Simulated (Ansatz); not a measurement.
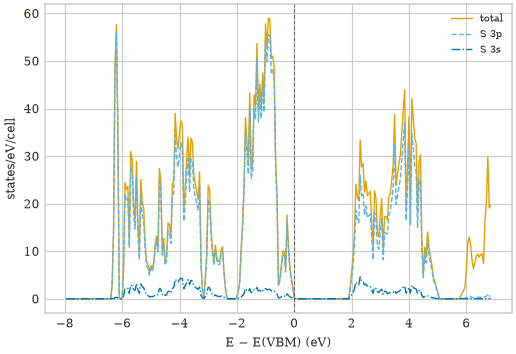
Figure. Total and projected density of states of S (α-S8, Fddd), the program Ansatz at the PBE+D3(BJ) level (PAW)

Task: Which orbitals carry the states next to the gap?

Result: Top 1 eV of the valence band: S 3p 93 %. Bottom 1 eV of the conduction band: S 3p 78 %, S 3s 13 %, outside the projected shells 9 %. Projections are on Löwdin-orthogonalised atomic valence shells; empty p or d shells of many metals are not among them.

Task: Where is the tallest occupied peak in this window, and what makes it?

Result: Near -0.9 eV, about 59 states/eV per cell; the largest projected share is S 3p.

The PBE+D3(BJ) relaxation kept the symmetry of its start.

Potentials: the earlier of the program's two PAW sets.
